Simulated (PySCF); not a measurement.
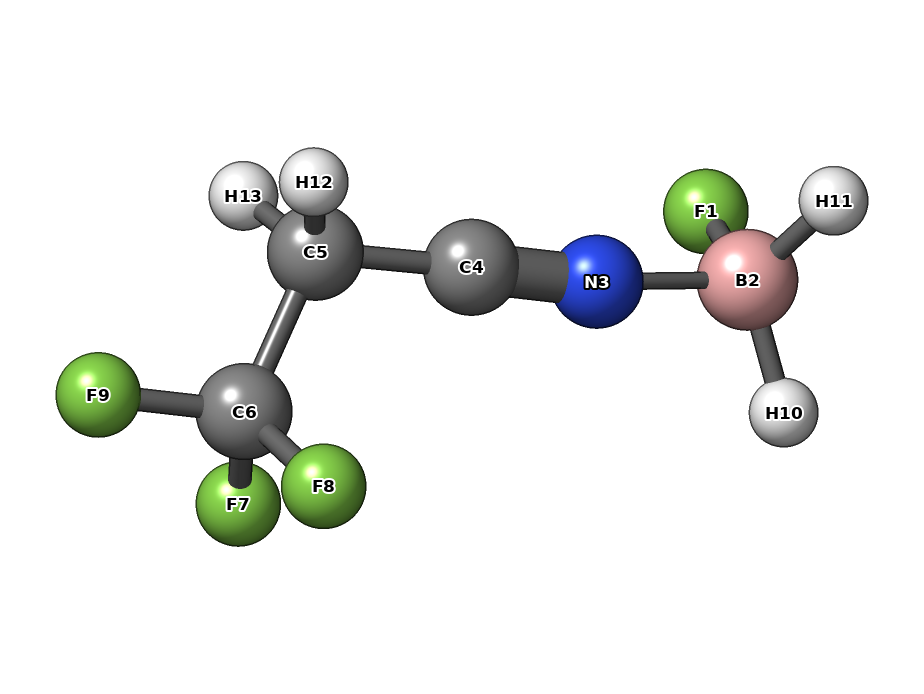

The thickness of each stick grows with its Mayer bond order. Computed geometry: GFN2-xTB optimisation. No frequency run is at hand to confirm it as a minimum. Computed with PBE0/pcSseg-1 (PySCF 2.14.0).

### Which bond has the lowest Mayer bond order?

B2–N3, 0.66, at 1.515 Å.

List the Mayer bond orders of F1–B2, B2–N3, B2–H10, B2–H11, N3–C4, C4–C5, C5–C6, C5–H12, C5–H13, C6–F7, C6–F8, C6–F9.

```
  bond  Mayer order  length (Å)
 F1–B2         0.94       1.391
 B2–N3         0.66       1.515
B2–H10         0.90       1.189
B2–H11         0.90       1.190
 N3–C4         2.64       1.148
 C4–C5         1.00       1.436
 C5–C6         1.00       1.534
C5–H12         0.90       1.095
C5–H13         0.90       1.095
 C6–F7         1.03       1.332
 C6–F8         1.02       1.335
 C6–F9         1.01       1.337
```

The geometry is semi-empirical. Around B such bond lengths and angles can be off by a tenth of an ångström or more and by several degrees, and values that hang on the shape move with them.
